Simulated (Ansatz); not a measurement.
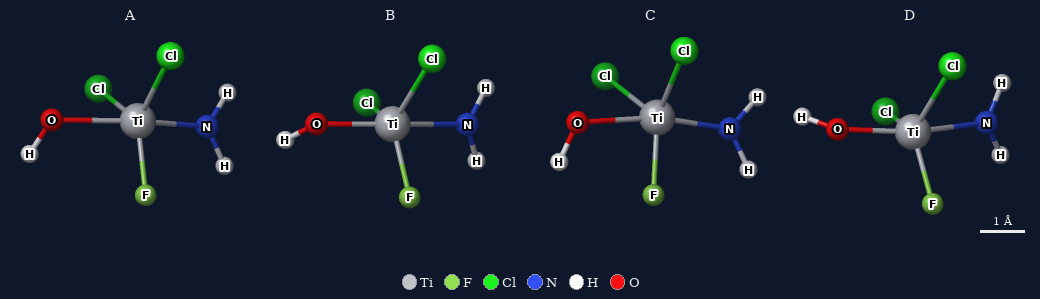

4 geometries from one relaxation of TiNH3OCl2F (multiplicity 2), in shuffled order. The picture is a ball-and-stick view, seen at a tilt.

The run prepares an end point of a later path (reaction) calculation, from a guessed geometry.

Theory: Ansatz, UKS PBE/def2-SVP. Set-up: collinear spin; force threshold 0.03 eV/Å; at most 50 steps.

### Put them in the order of the run, from the start to the converged end.

C, A, B, D. They are steps 0, 3, 8, 16, at +27.9 kcal/mol, +19.6 kcal/mol, +1.80 kcal/mol relative to the last. The largest move after the best rigid fit is that of an H atom, 1.16 Å. By element the largest moves are H 1.16 Å, Cl 0.95 Å, F 0.65 Å, Ti 0.52 Å, N 0.16 Å, O 0.16 Å. Some distances before and after: N–Ti 1.902 → 2.127 Å, O–Ti 2.002 → 1.779 Å, Cl–Ti 2.243 → 2.382 Å, F–Ti 1.809 → 1.750 Å. Among the angles between lasting bonds that change: Cl–Ti–N 100.3° → 67.7°, F–Ti–O 79.8° → 103.3°, Ti–O–H 111.9° → 134.3°. Over 14 accepted moves (16 points after the start) the energy falls by 27.9 kcal/mol. Largest force component: 0.94 eV/Å at the start, 0.011 eV/Å at the end. The line search rejected the trial steps at points 5, 13 of the run.
